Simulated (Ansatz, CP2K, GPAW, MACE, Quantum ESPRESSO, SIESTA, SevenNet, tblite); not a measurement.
# Quantum ESPRESSO runs on (5,5) carbon nanotube bundle (80 atoms)

Aim: run (5,5) carbon nanotube bundle (80 atoms) in Quantum ESPRESSO and see how near its forces come to a plane-wave reference, and at what cost.

Program: Quantum ESPRESSO 7.5. Level of theory: the method is named at each step. Results are calculated unless marked as measured.

### Step 1. Set-up

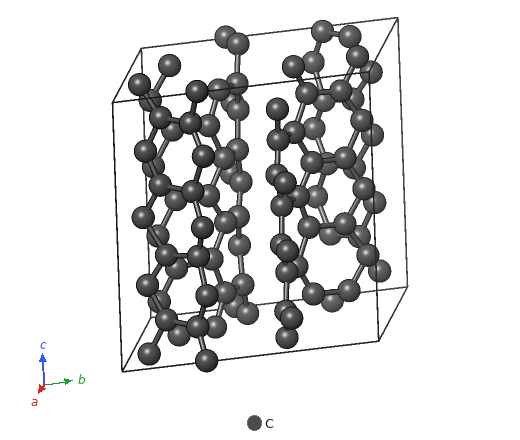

The cell as given, from the side, with the c axis up (carbon dark grey). Bonds to atoms that aren't drawn are left out. Some periodic images of atoms are drawn too.

The cell holds 80 atoms: 80 C. Its edges and angles: a = 10.081 Å, b = 10.081 Å, c = 9.840 Å, α = 90.0°, β = 90.0°, γ = 120.0°. It derives from C (graphene). Graphene sheet (a = 2.46 Å) rolled into a (5,5) tube of diameter 6.78 Å, 4 periods, hexagonal bundle with 3.3 Å between walls; not relaxed, displaced by a Gaussian of 0.02 Å. Then every atom was moved at random, 0.05 Å r.m.s. a Cartesian component. The structure's axis is c.

The yardstick, on the same geometry:

- method: Kohn-Sham DFT, PBE, PAW, plane waves (Ansatz 0.2.0); cutoff 420 eV, Γ point, fermi-dirac smearing of 0.05 eV; PAW set soft_2
- r.m.s. force component: 3.574 eV/Å
- longest force: 12.31 eV/Å
- pressure: 9.874 GPa
- SCF cycles: 9
- time: 9.4 s on 4 threads of Arm Neoverse V1, shared host
- CPU time: 35 s

### Step 2. PBE, sssp-1.3.0-efficiency, 45/360 Ry

Method: Kohn-Sham DFT, PBE, SSSP efficiency 1.3.0 pseudopotentials, plane waves.

pw.in

```
&control
  calculation = 'scf'
  pseudo_dir = './pseudo'
  outdir = './tmp'
  disk_io = 'none'
  tprnfor = .true.
  tstress = .true.
/
&system
  ibrav = 0
  nat = 80
  ntyp = 1
  ecutwfc = 45
  ecutrho = 360
  nosym = .true.
  occupations = 'smearing'
  smearing = 'fd'
  degauss = 0.003675
/
&electrons
  conv_thr = 4.0e-07
  electron_maxstep = 100
  mixing_beta = 0.2
  mixing_mode = 'local-TF'
  diagonalization = 'david'
/
ATOMIC_SPECIES
C 12.011 C.upf
CELL_PARAMETERS angstrom
10.08135 0.00000 0.00000
-5.04067 8.73070 0.00000
0.00000 0.00000 9.84000
ATOMIC_POSITIONS crystal
C 0.36831 0.07859 0.12432
C 0.38901 0.15384 0.99695
C 0.37427 0.29408 0.00707
C 0.33234 0.32989 0.12140
C 0.23445 0.38922 0.12502
C 0.14582 0.37087 0.25608
C 0.99742 0.32948 0.00347
C 0.91723 0.29025 0.11772
C 0.77202 0.15265 0.13027
C 0.71041 0.07622 0.25448
C 0.62400 0.91278 0.99051
C 0.61086 0.84554 0.12711
C 0.63395 0.70995 0.13475
C 0.65052 0.65117 0.24708
C 0.77479 0.62645 0.25368
C 0.84139 0.62504 0.12164
C 0.99033 0.66434 0.12195
C 0.08438 0.71884 0.24548
C 0.22960 0.84707 0.25056
C 0.29750 0.92963 0.12676
C 0.36918 0.08249 0.36846
C 0.39367 0.15332 0.24612
C 0.36921 0.28946 0.25895
C 0.33529 0.34335 0.38194
C 0.23374 0.38069 0.37844
C 0.16958 0.38850 0.49349
C 0.99384 0.33917 0.24328
C 0.92808 0.30363 0.38011
C 0.76885 0.16104 0.36889
C 0.69736 0.06730 0.50448
C 0.62244 0.92499 0.25182
C 0.61206 0.83873 0.37588
C 0.62748 0.70096 0.38202
C 0.66526 0.66816 0.50794
C 0.77047 0.61598 0.50059
C 0.83903 0.61712 0.36883
C 0.99666 0.65839 0.37316
C 0.09523 0.71627 0.50901
C 0.22937 0.83744 0.50716
C 0.29585 0.91984 0.38204
C 0.36610 0.07434 0.62593
C 0.38184 0.15988 0.49706
C 0.37371 0.28506 0.49547
C 0.33993 0.34622 0.62042
C 0.23399 0.38644 0.62631
C 0.14622 0.38439 0.75731
C 0.00272 0.33270 0.49827
C 0.91460 0.28880 0.61963
C 0.76242 0.14563 0.62893
C 0.71222 0.08694 0.75171
C 0.63197 0.92016 0.50098
C 0.62217 0.85004 0.62103
C 0.63874 0.72307 0.62247
C 0.66621 0.66056 0.74695
C 0.77900 0.61192 0.74680
C 0.82856 0.60794 0.62744
[... 20 atom lines left out ...]
C 0.00565 0.66528 0.87296
C 0.07857 0.71533 0.99687
C 0.23301 0.83911 0.99462
C 0.29640 0.92402 0.86561
K_POINTS gamma
```

Run with:

```bash
$ OMP_NUM_THREADS=1 mpirun -np 2 pw.x -in pw.in > output.txt
```

What it wrote:

```text
Program PWSCF
     gamma-point specific algorithms are used
     Parallelization info
     sticks:   dense  smooth     PW     G-vecs:    dense   smooth      PW
     Min        4509    2253    567               337057   119231   14908
     Max        4510    2254    568               337066   119234   14909
     Sum        9019    4507   1135               674123   238465   29817
     bravais-lattice index     =            0
     lattice parameter (alat)  =      19.0510  a.u.
     unit-cell volume          =    5844.6628 (a.u.)^3
     number of atoms/cell      =           80
     number of atomic types    =            1
     number of electrons       =       320.00
     number of Kohn-Sham states=          192
     kinetic-energy cutoff     =      45.0000  Ry
     charge density cutoff     =     360.0000  Ry
     scf convergence threshold =      4.0E-07
     mixing beta               =       0.2000
     number of iterations used =            8  local-TF  mixing
     Exchange-correlation= SLA  PW   PBX  PBC
                           (   1   4   3   4   0   0   0)
     crystal axes: (cart. coord. in units of alat)
               a(1) = (   1.000000   0.000000   0.000000 )
               a(2) = (  -0.500000   0.866025   0.000000 )
               a(3) = (   0.000000   0.000000   0.976060 )
     reciprocal axes: (cart. coord. in units 2 pi/alat)
               b(1) = (  1.000000  0.577350 -0.000000 )
               b(2) = (  0.000000  1.154701  0.000000 )
               b(3) = (  0.000000 -0.000000  1.024527 )
     PseudoPot. # 1 for C :
     Pseudo is Projector augmented-wave + core cor, Zval =  4.0
     atomic species   valence    mass     pseudopotential
     C                 4.00    12.01100     C ( 1.00)
     No symmetry found
   Cartesian axes
     number of k points=     1  Fermi-Dirac smearing, width (Ry)=  0.0037
                       cart. coord. in units 2pi/alat
        k(    1) = (   0.0000000   0.0000000   0.0000000), wk =   2.0000000
     Dense  grid:   337062 G-vectors     FFT dimensions: ( 120, 120, 120)
     Smooth grid:   119233 G-vectors     FFT dimensions: (  81,  81,  80)
     Check: negative core charge=   -0.000010
     Initial potential from superposition of free atoms
     starting charge     319.9967, renormalised to     320.0000
     Starting wfcs are  320 randomized atomic wfcs
     Self-consistent Calculation
     iteration #  1     ecut=    45.00 Ry     beta= 0.20
     total energy              =   -1476.04501078 Ry
     estimated scf accuracy    <       8.63218456 Ry
     iteration #  2     ecut=    45.00 Ry     beta= 0.20
     total energy              =   -1471.89531134 Ry
     estimated scf accuracy    <       6.78766020 Ry
     iteration #  3     ecut=    45.00 Ry     beta= 0.20
     total energy              =   -1473.19164916 Ry
     estimated scf accuracy    <       0.59769078 Ry
     iteration #  4     ecut=    45.00 Ry     beta= 0.20
     total energy              =   -1473.11158687 Ry
     estimated scf accuracy    <       0.49736221 Ry
     iteration #  5     ecut=    45.00 Ry     beta= 0.20
     total energy              =   -1473.16357959 Ry
     estimated scf accuracy    <       0.10101681 Ry
     iteration #  6     ecut=    45.00 Ry     beta= 0.20
     total energy              =   -1473.14072114 Ry
     estimated scf accuracy    <       0.05915938 Ry
[...]
negative rho (up, down):  1.267E-08 0.000E+00
[...]
total energy              =   -1473.15186592 Ry
[...]
iteration # 15     ecut=    45.00 Ry     beta= 0.20
     total energy              =   -1473.15186508 Ry
     estimated scf accuracy    <       0.00000343 Ry
     iteration # 16     ecut=    45.00 Ry     beta= 0.20
     total energy              =   -1473.15186530 Ry
     estimated scf accuracy    <       0.00000091 Ry
     iteration # 17     ecut=    45.00 Ry     beta= 0.20
     End of self-consistent calculation
          k = 0.0000 0.0000 0.0000 ( 14909 PWs)   bands (ev):
   -15.0335 -14.7331 -14.6999 -14.2236 -14.0549 -13.9361 -13.7888 -13.7402
   -13.5290 -13.4970 -13.3968 -12.9827 -12.9012 -12.7687 -12.6707 -12.5343
   -12.4785 -11.7515 -11.6851 -11.5379 -11.4094 -11.0178 -10.8622 -10.6441
   -10.5634 -10.5023 -10.3863 -10.3472 -10.1513 -10.0840 -10.0002  -9.8558
    -9.7936  -9.7161  -9.6030  -9.4697  -9.3126  -9.1900  -8.3883  -8.3650
    -8.2393  -8.1605  -7.9779  -7.9511  -7.8132  -7.5750  -7.4975  -6.9259
[...]
6.9173   7.1036   7.2800   7.3279   7.4828   7.5933   7.6638   7.7531
     7.9106   8.0853   8.1343   8.4087   8.6946   8.7572   8.8778   8.9298
     9.3884   9.4226   9.6173   9.6824   9.8077   9.9213  10.0405  10.1844
     the Fermi energy is     5.0826 ev
!    total energy              =   -1473.15186553 Ry
     total all-electron energy =     -6094.279691 Ry
     estimated scf accuracy    <       0.00000015 Ry
     smearing contrib. (-TS)   =      -0.00001701 Ry
     internal energy E=F+TS    =   -1473.15184851 Ry
     The total energy is F=E-TS. E is the sum of the following terms:
     one-electron contribution =    -694.53999248 Ry
     hartree contribution      =     491.25121036 Ry
     xc contribution           =    -372.24027049 Ry
     ewald contribution        =    -404.15732804 Ry
     one-center paw contrib.   =    -493.46546787 Ry
     convergence has been achieved in  17 iterations
     Forces acting on atoms (cartesian axes, Ry/au):
     atom    1 type  1   force =     0.04052781    0.18049534   -0.09288449
     atom    2 type  1   force =    -0.02960301    0.04514251    0.04684725
     atom    3 type  1   force =     0.05680453   -0.10977464   -0.25810696
     atom    4 type  1   force =     0.02874318    0.04309538    0.25497629
     atom    5 type  1   force =    -0.14361522   -0.01492929    0.05666542
     atom    6 type  1   force =     0.12898247    0.08112105   -0.14395936
[...]
atom   78 type  1   force =     0.04021610   -0.00379750    0.04095944
     atom   79 type  1   force =     0.01614230    0.10509728    0.07735178
     atom   80 type  1   force =    -0.03077516   -0.33052301    0.20785161
     Total force =     2.158926     Total SCF correction =     0.000476
     Computing stress (Cartesian axis) and pressure
          total   stress  (Ry/bohr**3)                   (kbar)     P=      100.16
   0.00067437  -0.00004778   0.00008773           99.20       -7.03       12.91
  -0.00004778   0.00097875  -0.00001783           -7.03      143.98       -2.62
   0.00008773  -0.00001783   0.00038952           12.91       -2.62       57.30
     Message from routine punch:
     Nothing written, as per user request (disk_io='none')
```

Elapsed: 2.4 min, on 2 MPI ranks of Arm Neoverse V1, shared host; peak memory 1.8 GiB; 4.9 min of CPU time.

Banners, paths, timers and routine set-up lines are dropped from the logs unmarked, and long logs keep their key lines alone; longer cuts are marked.

Numbers from this run, and their distance from the reference:

```yaml
r_m_s_force_component: 3.583 eV/Å
r_m_s_difference_of_force_components: 10.5 meV/Å
longest_difference_of_force_vectors: 39.33 meV/Å
force_difference_over_r_m_s_force: 0.2938 %
slope_of_forces_against_the_reference_s: 1.002
correlation_of_force_components: 1
pressure: 10.02 GPa
pressure_difference: 0.1419 GPa
```

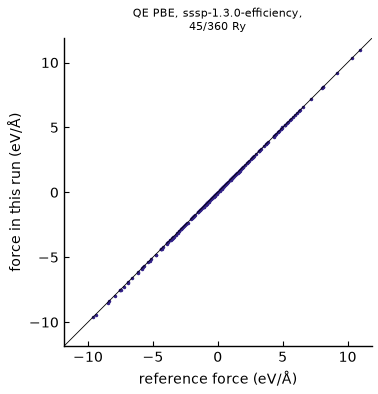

Force components against those of the reference; the line marks equality.

The surroundings of C9, picked at random, nearest first, numbered as they follow in the input and with coordinates relative to it.

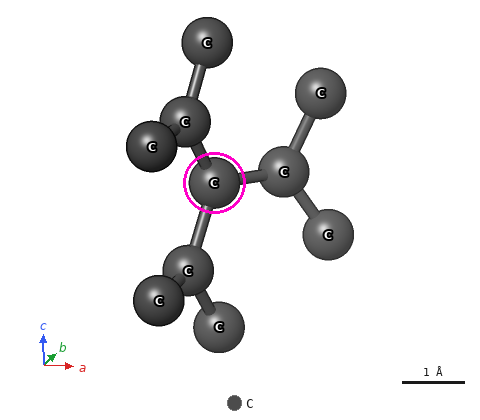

The atoms of the table, within 2.5 Å (arrows a, b, c point along x, y, z); some may hide others; the central atom is ringed.

```
atom      x      y      z  distance (Å)  bonds     Fx     Fy  Fz (eV/Å)
  C9   0.00   0.00   0.00          0.00      3  -1.00  -0.73      -3.48
 C10  -0.24  -0.67   1.22          1.41      3  -0.27   5.21      -1.83
  C8   0.77   1.20  -0.12          1.43      3  -1.81  -1.97       4.35
 C70  -0.25  -0.70  -1.29          1.49      3   0.34   2.70       1.61
 C31  -0.36  -1.99   1.20          2.35      3   1.40  -6.95       0.26
 C29  -0.07   0.07   2.35          2.35      3   0.43   0.36       6.38
 C27   1.30   1.63   1.11          2.36      3   1.95   0.61       3.69
  C7   1.38   1.54  -1.25          2.42      3   1.60   2.39      -3.44
 C69  -0.01   0.04  -2.46          2.46      3  -0.71   0.35      -1.94
 C11  -0.28  -2.09  -1.38          2.52      3   0.18   0.14       4.97
```

Forces lie 0.29 % from the reference's, at 8.3 times its CPU time (on 2 against 4 cores).

### Step 3. PBE, gbrv-1.5, 40/200 Ry

Method: Kohn-Sham DFT, PBE, GBRV 1.5 ultrasoft pseudopotentials, plane waves.

The pseudopotential files are exchanged too: ./pseudo now holds the set gbrv-pbe-1.5.

pw.in: that of step 2 with these lines changed.

```diff
@@ -12,4 +12,4 @@
   ntyp = 1
-  ecutwfc = 45
-  ecutrho = 360
+  ecutwfc = 40
+  ecutrho = 200
   nosym = .true.
```

What it wrote:

```text
[banner, memory and clock lines left out]
Program PWSCF
     gamma-point specific algorithms are used
     bravais-lattice index     =            0
     lattice parameter (alat)  =      19.0510  a.u.
     unit-cell volume          =    5844.6628 (a.u.)^3
     number of atoms/cell      =           80
     number of atomic types    =            1
     number of electrons       =       320.00
     number of Kohn-Sham states=          192
     kinetic-energy cutoff     =      40.0000  Ry
[... lines left out ...]
     scf convergence threshold =      4.0E-07
[... lines left out ...]
     number of k points=     1  Fermi-Dirac smearing, width (Ry)=  0.0037
[... lines left out ...]
     total energy              =    -919.78573466 Ry
[... lines left out ...]
     total energy              =    -915.62976858 Ry
[... lines left out ...]
     total energy              =    -916.91402093 Ry
[... lines left out ...]
     total energy              =    -916.90078588 Ry
[... lines left out ...]
     total energy              =    -916.90078635 Ry
[... lines left out ...]
          k = 0.0000 0.0000 0.0000 ( 12472 PWs)   bands (ev):
   -15.0165 -14.7161 -14.6831 -14.2066 -14.0385 -13.9199 -13.7728 -13.7238
   -13.5132 -13.4813 -13.3817 -12.9672 -12.8860 -12.7534 -12.6554 -12.5194
   -12.4633 -11.7363 -11.6704 -11.5231 -11.3950 -11.0032 -10.8483 -10.6304
[...]
7.9053   8.0716   8.1362   8.3932   8.6789   8.7417   8.8621   8.9135
     9.4017   9.4411   9.6089   9.6679   9.7933   9.9051  10.0284  10.1703
     the Fermi energy is     5.0694 ev
!    total energy              =    -916.90078752 Ry
     estimated scf accuracy    <       0.00000010 Ry
     smearing contrib. (-TS)   =      -0.00001711 Ry
     internal energy E=F+TS    =    -916.90077041 Ry
     The total energy is F=E-TS. E is the sum of the following terms:
     one-electron contribution =    -711.84130718 Ry
     hartree contribution      =     490.96676739 Ry
     xc contribution           =    -291.86890380 Ry
     ewald contribution        =    -404.15732681 Ry
     convergence has been achieved in  16 iterations
     Forces acting on atoms (cartesian axes, Ry/au):
     atom    1 type  1   force =     0.04025249    0.18237879   -0.09284355
     atom    2 type  1   force =    -0.02982896    0.04487337    0.04676593
     atom    3 type  1   force =     0.05740793   -0.11058281   -0.25953343
[...]
atom   79 type  1   force =     0.01630726    0.10574301    0.07717198
     atom   80 type  1   force =    -0.03166903   -0.33221438    0.20672897
     Total force =     2.168908     Total SCF correction =     0.000468
     Computing stress (Cartesian axis) and pressure
          total   stress  (Ry/bohr**3)                   (kbar)     P=       96.04
   0.00065191  -0.00004719   0.00008851           95.90       -6.94       13.02
  -0.00004719   0.00095730  -0.00001850           -6.94      140.82       -2.72
   0.00008851  -0.00001850   0.00034944           13.02       -2.72       51.40
     Message from routine punch:
     Nothing written, as per user request (disk_io='none')
```

Elapsed: 79 s, on 2 MPI ranks; peak memory 0.87 GiB; 2.6 min of CPU time.

Against the reference:

```yaml
r_m_s_force_component: 3.6 eV/Å
r_m_s_difference_of_force_components: 30.39 meV/Å
longest_difference_of_force_vectors: 119 meV/Å
force_difference_over_r_m_s_force: 0.8503 %
slope_of_forces_against_the_reference_s: 1.007
correlation_of_force_components: 1
pressure: 9.604 GPa
pressure_difference: -0.2701 GPa
```

Against the first run (0.29 %), the force difference from the reference is 0.85 %, at 0.54 times the CPU time.

(Part 1 of 2 ends here.)

[Also dropped from logs without a mark: logging warnings of Python, and SIESTA's first energy breakdown and zero terms.]

[Logs are printed without paths, hosts, clocks, repeated set-up lines and the standing remarks that a program may print on its own settings, such as how far it seeks lower states.]

[Hosts, paths, dates, database ids (printed as entryN), source tags and the programs' standing remarks are cut or masked in the printed files.]
